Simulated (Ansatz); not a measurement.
# H₂Br (doublet): one geometry, many settings at distance H1–H2 along a hydrogen transfer = 0.831 Å

Aim: run H₂Br (doublet) at one geometry under a spread of methods and options, and see what each costs and gives.

Computed with Ansatz 0.2.0, Gaussian basis. Level: the settings change from run to run.

7 further runs of the same task are left out: 1 for a mislabelled method, 4 that didn't finish, 2 set aside as unsound or not needed.

**1. What is computed**

The geometry derives from fragments relaxed apart (PBE0/def2-TZVP) and kept rigid, so it is no stationary point. A hydrogen atom is moved between rigid fragments. No spin-orbit coupling is included. The filled d shell of Br may be among the frozen orbitals whatever the setting's name suggests; the logs give the count.

3 atoms, charge 0, spin multiplicity 2.

Atoms are counted from 1 here; the program's logs count them from 0.

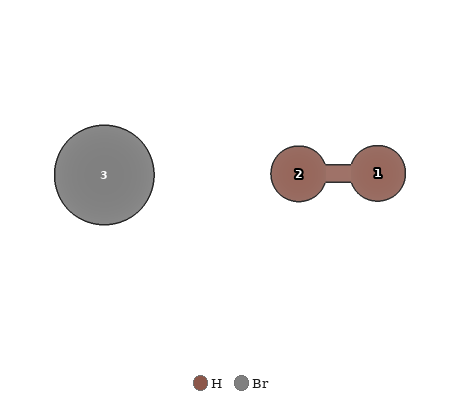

The structure; hydrogen brown, bromine grey; atoms are numbered from 1 in the order of the file.

**2. CISD/cc-pVTZ**

in.yaml

```yaml
crystal:
  periodic: [false, false, false]
  atoms:
    - {symbol: H, position_ang: [0.000000, 0.000000, -1.236667]}
    - {symbol: H, position_ang: [0.000000, 0.000000, -0.405667]}
    - {symbol: Br, position_ang: [0.000000, 0.000000, 1.642333]}
basis:
  gaussian: {orbitals: cc-pVTZ}
magnetization: {spin_polarized: false, initial_magnetization: 1}
correlation: {active_space: {ras: {orbitals: [4, 1, 52], electrons: 9, max_holes: 2, max_particles: 2}, fixed_orbitals: true}}
accuracy: high
scf: {lower_state_search: off}
```

The run is started by

```sh
> ansatz run in.yaml --threads 1 --pin off --events-out ev --progress --plain --max-ram 2393MiB
```

Standard output:

```text
Functional definition: HF
  name "HF"
  cite "Fock, Z. Phys. 61, 126 (1930) doi:10.1007/BF01340294"
  parent pbe
  exchange = exact_x
  correlation = 0
these checks for a lower state are left out or cut short: stability, starts, cluster_reference, orbital_swaps, neighbouring_geometries, increment
885 factors; integrals over basis functions are off by at most 3.9e-9 eV
mean field evaluation 1: about -70029.2520 eV, gradient 7.2e0 eV
mean field evaluation 2: about -70029.2581 eV, gradient 7.2e0 eV
mean field evaluation 4: about -70029.9466 eV, gradient 1.3e0 eV
mean field evaluation 8: about -70029.9708 eV, gradient 2.2e-4 eV
mean field evaluation 16: about -70029.9708 eV, gradient 1.7e-8 eV
mean field -70029.97084048 eV, -2573.5539603686 hartree, gradient 1.7e-8 eV, S^2 0.750000; 0 other end points of the search recorded, 0 dependent functions left out
reference -70029.97084048 eV, -2573.5539603686 hartree; 19, 18 occupied and 52, 53 virtual orbitals, 885 factors
state -70035.25753231 eV, -2573.7482427099 hartree
Total energy: -70035.25753231 eV, -2573.7482427099 hartree
Checks for a lower state left out: stability, starts, cluster_reference, orbital_swaps, neighbouring_geometries, increment
```

It took 4 s on 1 thread of Arm Neoverse V1, shared host.

From the report: 30,130 determinants.

**3. CCSD(T) on UHF/cc-pVTZ**

in.yaml

```yaml
crystal:
  periodic: [false, false, false]
  atoms:
    - {symbol: H, position_ang: [0.000000, 0.000000, -1.236667]}
    - {symbol: H, position_ang: [0.000000, 0.000000, -0.405667]}
    - {symbol: Br, position_ang: [0.000000, 0.000000, 1.642333]}
basis:
  gaussian: {orbitals: cc-pVTZ, point_charges: [{charge: -1.00, position_ang: [3.287, 0.924, 0.144]}]}
magnetization: {spin_polarized: true, initial_magnetization: 1}
correlation: {method: ccsd_t, electrons: outside_noble_gas}
accuracy: high
```

Same command.

Standard output (excerpt; [...] marks lines left out):

```text
Functional definition: HF
  name "HF"
  cite "Fock, Z. Phys. 61, 126 (1930) doi:10.1007/BF01340294"
  parent pbe
[...]
885 factors; integrals over basis functions are off by at most 3.9e-9 eV
[...]
mean field -70030.19019011 eV, -2573.5620213186 hartree, gradient 2.4e-8 eV, S^2 0.765736; 11 other end points of the search recorded, 0 dependent functions left out
determinant -70030.19019011 eV, -2573.5620213186 hartree, with singles and doubles -70035.68525664 eV, -2573.7639612890 hartree
determinant -70030.00889680 eV, -2573.5553589123 hartree, with singles and doubles -70035.48164420 eV, -2573.7564786697 hartree
determinant -70029.83819282 eV, -2573.5490856570 hartree, with singles and doubles -70035.30872653 eV, -2573.7501240627 hartree
determinant -70030.19019011 eV, -2573.5620213186 hartree, with singles and doubles -70035.62826672 eV, -2573.7618669482 hartree
determinant -70030.00889680 eV, -2573.5553589123 hartree, with singles and doubles -70035.41854837 eV, -2573.7541599409 hartree
determinant -70029.83819282 eV, -2573.5490856570 hartree, with singles and doubles -70035.24862675 eV, -2573.7479154366 hartree
14 core orbitals not correlated: weight in the atoms' cores, before any rotation towards them, 1.000 or more for the frozen orbitals, at most 0.000 for the correlated occupied ones
reference -70030.19019011 eV, -2573.5620213186 hartree; 5, 4 occupied and 52, 53 virtual orbitals, 885 factors
second order -4.69090417 eV of doubles, -0.00000000 eV of singles
cycle   1  -5.43807850 eV  change   -1.9e-6 eV  update   3.1e-6
[...]
cycle  16  -5.43808022 eV  change   2.3e-10 eV  update  5.5e-10
perturbative correction -0.14591926 eV, -0.0053624341 hartree
Total energy: -70035.77418959 eV, -2573.7672295147 hartree
```

Run time: 22 s. Hardware: 1 thread of Arm Neoverse V1, shared host; peak memory 0.32 GiB.

From the report: ⟨S²⟩ of the determinant 0.766 (pure doublet: 0.75); correlation -5.5840 eV; T1 0.014; largest double amplitude 0.04.

**4. CCSD on UHF/cc-pVTZ-DK**

in.yaml

```yaml
crystal:
  periodic: [false, false, false]
  atoms:
    - {symbol: H, position_ang: [0.000000, 0.000000, -1.236667]}
    - {symbol: H, position_ang: [0.000000, 0.000000, -0.405667]}
    - {symbol: Br, position_ang: [0.000000, 0.000000, 1.642333]}
basis:
  gaussian: {orbitals: cc-pVTZ-DK, fitting: {mean_field: def2-universal-jkfit}, point_charges: [{charge: 1.00, position_ang: [2.963, 0.105, -0.986]}]}
magnetization: {spin_polarized: true, initial_magnetization: 1}
correlation: {method: ccsd, electrons: outside_noble_gas}
```

The command is unchanged.

Standard output (excerpt; [...] marks lines left out):

```text
Functional definition: HF
  name "HF"
  cite "Fock, Z. Phys. 61, 126 (1930) doi:10.1007/BF01340294"
  parent pbe
[...]
302 factors; integrals over basis functions are off by at most 1.0e0 eV
[...]
mean field -70900.70215374 eV, -2605.5527459281 hartree, gradient 1.0e-6 eV, S^2 0.764876; 11 other end points of the search recorded, 0 dependent functions left out
determinant -70900.70215374 eV, -2605.5527459281 hartree, with singles and doubles -70906.15304177 eV, -2605.7530623685 hartree
determinant -70900.50397432 eV, -2605.5454629688 hartree, with singles and doubles -70905.93015000 eV, -2605.7448712468 hartree
determinant -70900.36822525 eV, -2605.5404742824 hartree, with singles and doubles -70905.80404224 eV, -2605.7402368721 hartree
determinant -70900.70215374 eV, -2605.5527459281 hartree, with singles and doubles -70906.10782644 eV, -2605.7514007357 hartree
determinant -70900.50397432 eV, -2605.5454629688 hartree, with singles and doubles -70905.88264141 eV, -2605.7431253385 hartree
determinant -70900.36822525 eV, -2605.5404742824 hartree, with singles and doubles -70905.75651946 eV, -2605.7384904420 hartree
14 core orbitals not correlated: weight in the atoms' cores, before any rotation towards them, 1.000 or more for the frozen orbitals, at most 0.000 for the correlated occupied ones
reference -70900.70215374 eV, -2605.5527459281 hartree; 5, 4 occupied and 52, 53 virtual orbitals, 302 factors
second order -4.65852006 eV of doubles, -0.00000000 eV of singles
cycle   1  -5.40567355 eV  change   -8.6e-7 eV  update   1.7e-6
Total energy: -70906.10782730 eV, -2605.7514007671 hartree
Relativity: scalar
```

Run time: 8 s. Hardware: 1 thread of Arm Neoverse V1, shared host.

From the report: ⟨S²⟩ of the determinant 0.765 (pure doublet: 0.75); correlation -5.4057 eV; T1 0.010; largest double amplitude 0.04.

**5. NEVPT2(15,9)/def2-mTZVP**

in.yaml

```yaml
crystal:
  periodic: [false, false, false]
  atoms:
    - {symbol: H, position_ang: [0.000000, 0.000000, -1.236667]}
    - {symbol: H, position_ang: [0.000000, 0.000000, -0.405667]}
    - {symbol: Br, position_ang: [0.000000, 0.000000, 1.642333]}
basis:
  gaussian: {orbitals: def2-mTZVP}
magnetization: {spin_polarized: false, initial_magnetization: 1}
correlation: {method: sc_nevpt2, electrons: valence, active_space: {window: {electrons: 15, orbitals: 9}, states: [{multiplicity: 2, weights: [1, 0.5, 1, 1]}, {multiplicity: 4, weights: [1]}], root: 3}}
accuracy: high
```

Launched as before.

Standard output (excerpt; [...] marks lines left out):

```text
Functional definition: HF
  name "HF"
  cite "Fock, Z. Phys. 61, 126 (1930) doi:10.1007/BF01340294"
  parent pbe
[...]
633 factors; integrals over basis functions are off by at most 4.4e-9 eV
[...]
mean field -70028.51398346 eV, -2573.5004218605 hartree, gradient 1.5e-8 eV, S^2 0.750000; 7 other end points of the search recorded, 0 dependent functions left out
reference -70028.51398346 eV, -2573.5004218605 hartree; 19, 18 occupied and 23, 24 virtual orbitals, 633 factors
state -70028.91580524 eV, -2573.5151885385 hartree
state -70028.50836614 eV, -2573.5002154280 hartree
state -70028.50534300 eV, -2573.5001043296 hartree
state -70022.44838357 eV, -2573.2775151760 hartree
state -70028.91580524 eV, -2573.5151885385 hartree; corrected -70034.16702978 eV, -2573.7081674810 hartree
state -70028.50836614 eV, -2573.5002154280 hartree; corrected -70033.76791417 eV, -2573.6935002528 hartree
state -70028.50534300 eV, -2573.5001043296 hartree; corrected -70033.76785014 eV, -2573.6934978999 hartree
state -70022.44838357 eV, -2573.2775151760 hartree; corrected -70027.97629136 eV, -2573.4806620404 hartree
state -70019.34388290 eV, -2573.1634268808 hartree
state -70019.34388290 eV, -2573.1634268808 hartree; corrected -70024.64973994 eV, -2573.3584135304 hartree
WARN: 3 active orbitals are nearly empty or full. The corrections depend on them more than the energy does, and are more stable in an active space without them
Total energy: -70027.97629136 eV, -2573.4806620404 hartree
```

Wall time 11 s (1 thread of Arm Neoverse V1, shared host).

From the report: 100 determinants; active occupations (of the averaged states) 2.00, 2.00, 2.00, 2.00, 1.78, 1.76, 1.67, 1.49, 0.31. The report marks this result as in doubt.

**6. The runs in one table**

Where basis and cores are those of an earlier UCCSDT(Q)/cc-pVTZ run (-70035.7363 eV), and the state is the same kind, the miss against it is given. † marks a result that the program doubts.

| level | correlated | functions | energy (eV) | from UCCSDT(Q) (meV) | time |
| --- | --- | --- | --- | --- | --- |
| CISD/cc-pVTZ | outside noble gas | 71 | -70035.2575 | 478.8 | 4 s |
| CCSD(T) on UHF/cc-pVTZ (beside a point charge) | outside noble gas | 71 | -70035.7742 |  | 22 s |
| CCSD on UHF/cc-pVTZ-DK (beside a point charge) | outside noble gas | 71 | -70906.1078 |  | 8 s |
| NEVPT2(15,9)/def2-mTZVP (excited root 3 of an average) † | valence | 42 | -70027.9763 |  | 11 s |

**7. Results**

```
quantity                                                 value
    runs                                                     4
quickest                                     CISD/cc-pVTZ, 4 s
 slowest  CCSD(T) on UHF/cc-pVTZ (beside a point charge), 22 s
```

In words: Total energies in different bases, with other cores or another treatment of relativity can't be set against each other. CCSD(T) on UHF/cc-pVTZ (beside a point charge) took 5 times as long as CISD/cc-pVTZ; the jobs differ in more than the method.
